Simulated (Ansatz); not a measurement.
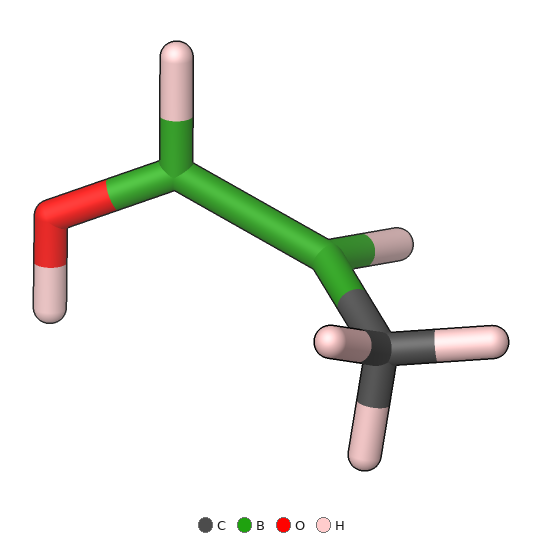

The geometry was computed by an optimisation with PBE0-D4/def2-TZVP.

Draw it as a skeletal formula.

SMILES: CBBO

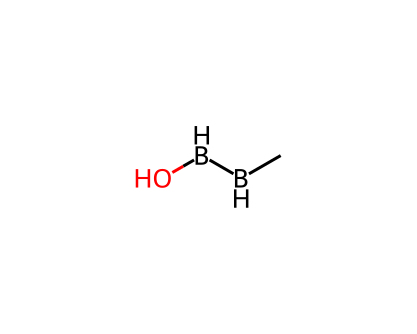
